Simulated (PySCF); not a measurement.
# SO3 (sulfur trioxide) at CCSD(T)/6-311+G(d,p)

What is the energy change on altering one bond length of SO3 (sulfur trioxide) at CCSD(T)/6-311+G**? The job is set up through a Python script.

The results are computed with PySCF 2.14.0.

6 further runs of the same task are left out: 2 that didn't finish, 4 set aside as unsound or not needed.

### Step 1. The system as given

SO3: 4 atoms, total charge 0, spin state singlet. As SMILES, `O=S(=O)=O`. The shape is that of a PBE0-D4/def2-TZVP optimisation.

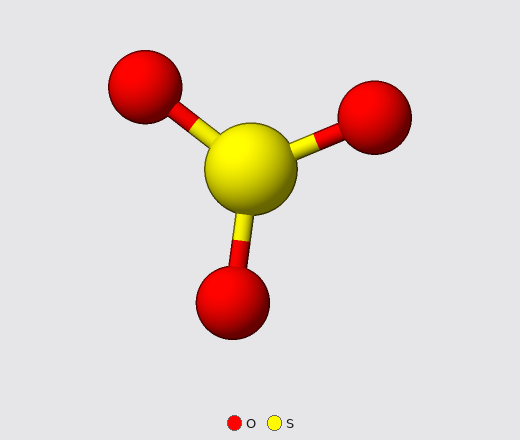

The structure, seen from a chosen angle (oxygen red, sulfur yellow).

### Step 2. A single-point energy at CCSD(T)/6-311+G(d,p)

calc.py

```python
from pyscf import gto, scf, cc

system = gto.M(
    atom='O -1.121570 -0.684610 0.536720; S 0.000010 -0.000030 -0.000040; O 1.308940 -0.327680 0.440460; O -0.187380 1.012320 -0.977150',
    spin=0,
    verbose=4,
    max_memory=1860,
    basis='6-311+g**',
    charge=0,
)

mf = scf.RHF(system)
mf.conv_tol = 1e-10
mf.kernel()
if not mf.converged:
    mf = mf.newton().run(mf.mo_coeff, mf.mo_occ)

mycc = cc.CCSD(mf, frozen=8)
mycc.kernel()
e_t = mycc.ccsd_t()
e_final = mycc.e_tot + e_t
print(f'total energy: {e_final:.8f} hartree')
```

On the command line:

```sh
OMP_NUM_THREADS=1 python calc.py
```

What it wrote:

```text
PySCF version 2.14.0

[INPUT] num. atoms = 4
[INPUT] num. electrons = 40
[INPUT] charge = 0
[INPUT] spin (= nelec alpha-beta = 2S) = 0
[INPUT] symmetry False subgroup None
[INPUT] Mole.unit = angstrom
[INPUT] Symbol           X                Y                Z      unit          X                Y                Z       unit  Magmom
[INPUT]  1 O     -1.121570000000  -0.684610000000   0.536720000000 AA   -2.119460129528  -1.293725402138   1.014253805577 Bohr   0.0
[INPUT]  2 S      0.000010000000  -0.000030000000  -0.000040000000 AA    0.000018897261  -0.000056691784  -0.000075589045 Bohr   0.0
[INPUT]  3 O      1.308940000000  -0.327680000000   0.440460000000 AA    2.473538113488  -0.619225456497   0.832348768826 Bohr   0.0
[INPUT]  4 O     -0.187380000000   1.012320000000  -0.977150000000 AA   -0.354096881221   1.913007550420  -1.846545882619 Bohr   0.0

nuclear repulsion = 184.488954445874
number of shells = 44
number of NR pGTOs = 154
number of NR cGTOs = 96
basis = 6-311+g**
ecp = {}

******** <class 'pyscf.scf.hf.RHF'> ********
method = RHF
initial guess = minao
damping factor = 0
level_shift factor = 0
DIIS = <class 'pyscf.scf.diis.CDIIS'>
diis_start_cycle = 1
diis_space = 8
diis_damp = 0
SCF conv_tol = 1e-10
SCF conv_tol_grad = None
SCF max_cycles = 50
direct_scf = True
direct_scf_tol = 1e-13
Set gradient conv threshold to 1e-05
Initial guess from minao.
init E= -623.494334311318
  HOMO = -0.439558301413028  LUMO = -0.0459824930325207  gap/eV = 10.70974
cycle= 1 E= -621.875736269497  delta_E= 1.62  |g|= 0.993  |ddm|= 2.46
  HOMO = -0.517139979547795  LUMO = -0.0317443045519444  gap/eV = 13.20829
cycle= 2 E= -621.976175427296  delta_E= -0.1  |g|= 0.701  |ddm|= 1.47
  HOMO = -0.548026351249077  LUMO = 0.0146701876211749  gap/eV = 15.31175
cycle= 3 E= -622.056833035312  delta_E= -0.0807  |g|= 0.0539  |ddm|= 0.572
  HOMO = -0.535719884340845  LUMO = 0.0215229635101457  gap/eV = 15.16335
cycle= 4 E= -622.057490483963  delta_E= -0.000657  |g|= 0.0147  |ddm|= 0.0522
  HOMO = -0.539625265505941  LUMO = 0.0206024397151885  gap/eV = 15.24457
cycle= 5 E= -622.057565546832  delta_E= -7.51e-05  |g|= 0.00309  |ddm|= 0.0251
  HOMO = -0.540022894888472  LUMO = 0.0205765656202751  gap/eV = 15.25469
cycle= 6 E= -622.057569867857  delta_E= -4.32e-06  |g|= 0.000728  |ddm|= 0.0101
  HOMO = -0.540225834588229  LUMO = 0.0205818142684158  gap/eV = 15.26035
cycle= 7 E= -622.057570153884  delta_E= -2.86e-07  |g|= 0.000184  |ddm|= 0.00324
  HOMO = -0.540261312472984  LUMO = 0.0205895363124752  gap/eV = 15.26153
cycle= 8 E= -622.057570172489  delta_E= -1.86e-08  |g|= 3.23e-05  |ddm|= 0.000666
  HOMO = -0.540264759003943  LUMO = 0.0205906011205769  gap/eV = 15.26165
cycle= 9 E= -622.057570173024  delta_E= -5.35e-10  |g|= 4.35e-06  |ddm|= 0.000102
  HOMO = -0.540265033816993  LUMO = 0.0205903981391128  gap/eV = 15.26165
cycle= 10 E= -622.05757017303  delta_E= -6.14e-12  |g|= 2.69e-06  |ddm|= 6.77e-06
  HOMO = -0.540265091022954  LUMO = 0.020590379925399  gap/eV = 15.26165
Extra cycle  E= -622.05757017303  delta_E= -3.41e-13  |g|= 2.28e-06  |ddm|= 4.2e-06
converged SCF energy = -622.05757017303

******** <class 'pyscf.cc.ccsd.CCSD'> ********
CC2 = 0
CCSD nocc = 12, nmo = 88
frozen orbitals 8
max_cycle = 50
direct = 0
conv_tol = 1e-07
conv_tol_normt = 1e-05
diis_space = 6
diis_start_cycle = 0
diis_start_energy_diff = 1e+09
Init t2, MP2 energy = -622.80876188201  E_corr(MP2) -0.751191708980289
Init E_corr(CCSD) = -0.751191708981467
cycle = 1  E_corr(CCSD) = -0.704681988161682  dE = 0.0465097208  norm(t1,t2) = 0.0958158
cycle = 2  E_corr(CCSD) = -0.739374800919039  dE = -0.0346928128  norm(t1,t2) = 0.0368419
cycle = 3  E_corr(CCSD) = -0.734629865664695  dE = 0.00474493525  norm(t1,t2) = 0.0208084
cycle = 4  E_corr(CCSD) = -0.736949560365237  dE = -0.0023196947  norm(t1,t2) = 0.00572374
cycle = 5  E_corr(CCSD) = -0.737359098463208  dE = -0.000409538098  norm(t1,t2) = 0.00109182
cycle = 6  E_corr(CCSD) = -0.73723781784209  dE = 0.000121280621  norm(t1,t2) = 0.000366164
cycle = 7  E_corr(CCSD) = -0.737198224571522  dE = 3.95932706e-05  norm(t1,t2) = 9.25186e-05
cycle = 8  E_corr(CCSD) = -0.73720865803164  dE = -1.04334601e-05  norm(t1,t2) = 3.29454e-05
cycle = 9  E_corr(CCSD) = -0.737207952558365  dE = 7.05473276e-07  norm(t1,t2) = 1.16515e-05
cycle = 10  E_corr(CCSD) = -0.737207535746618  dE = 4.16811747e-07  norm(t1,t2) = 3.66349e-06
cycle = 11  E_corr(CCSD) = -0.737207460016146  dE = 7.57304719e-08  norm(t1,t2) = 1.32734e-06
CCSD converged
E(CCSD) = -622.7947776330464  E_corr = -0.737207460016146
CCSD(T) correction = -0.0329767546045043
total energy: -622.82775439 hartree
```

It took 47 s on 1 thread of Arm Neoverse V1, shared host; peak memory 0.55 GiB.

### Step 3. The distorted shape at the same level

job.py

```python
from pyscf import gto, cc

mol = gto.M(
    atom='''
O     -4.662858    -2.846141     2.231460
S      0.000019    -0.000057    -0.000076
O      2.473538    -0.619225     0.832349
O     -0.354097     1.913008    -1.846546
''',
    spin=0,
    verbose=3,
    max_memory=1860,
    unit='bohr',
    basis='6-311+g**',
)

myscf = mol.RHF()
myscf.conv_tol = 1e-10
myscf.kernel()
if not myscf.converged:
    myscf = myscf.newton().run(myscf.mo_coeff, myscf.mo_occ)

mycc = cc.CCSD(myscf, frozen=8)
mycc.kernel()
e_t = mycc.ccsd_t()
e_final = mycc.e_tot + e_t
print('E = %.10f Eh' % e_final)
```

On the command line:

```sh
OMP_NUM_THREADS=1 python job.py
```

What it wrote:

```text
converged SCF energy = -621.911223372172
E(CCSD) = -622.6223054492292  E_corr = -0.7110820770571942
CCSD(T) correction = -0.0336884498118967
E = -622.6559938990 Eh
```

It took 80 s on 1 thread of Arm Neoverse V1, shared host; peak memory 0.56 GiB.

### Step 4. Outcome

At CCSD(T)/6-311+G**, 8 core orbitals frozen:

| quantity | value |
| --- | --- |
| first shape: total energy | -622.82775 Eh |
| first shape: dipole moment (Hartree–Fock density) | 0.00 D |
| first shape: HOMO energy (Hartree–Fock orbitals) | -14.70 eV |
| first shape: LUMO energy (Hartree–Fock orbitals) | 0.56 eV |
| first shape: HOMO–LUMO gap (Hartree–Fock orbitals) | 15.26 eV |
| first shape: correlation energy (8 core orbitals frozen) | -770.2 mEh |
| first shape: (T) correction | -32.98 mEh |
| first shape: T1 diagnostic | 0.019 |
| distorted shape: total energy | -622.65599 Eh |
| distorted shape: dipole moment (Hartree–Fock density) | 2.07 D |
| distorted shape: HOMO energy (Hartree–Fock orbitals) | -13.74 eV |
| distorted shape: LUMO energy (Hartree–Fock orbitals) | -1.02 eV |
| distorted shape: HOMO–LUMO gap (Hartree–Fock orbitals) | 12.71 eV |
| distorted shape: correlation energy (8 core orbitals frozen) | -744.8 mEh |
| distorted shape: (T) correction | -33.69 mEh |
| distorted shape: T1 diagnostic | 0.020 |
| energy change with the O1–S2 bond stretched from 1.419 to 3.123 Å | 4.674 eV |

In words: With the O1–S2 bond stretched from 1.419 to 3.123 Å the energy rises by 4.67 eV (451 kJ/mol). The first shape isn't relaxed at this level, so the change isn't measured from a minimum. A restricted reference can't describe the breaking bond well at this length. Mulliken charges (first shape) of the mean-field density run from -0.27 on O1 to +0.81 on S2; in a basis this large or diffuse they mean little. The triples (first shape) make up 4.3 % of the correlation energy. The triples (distorted shape) make up 4.5 % of the correlation energy.
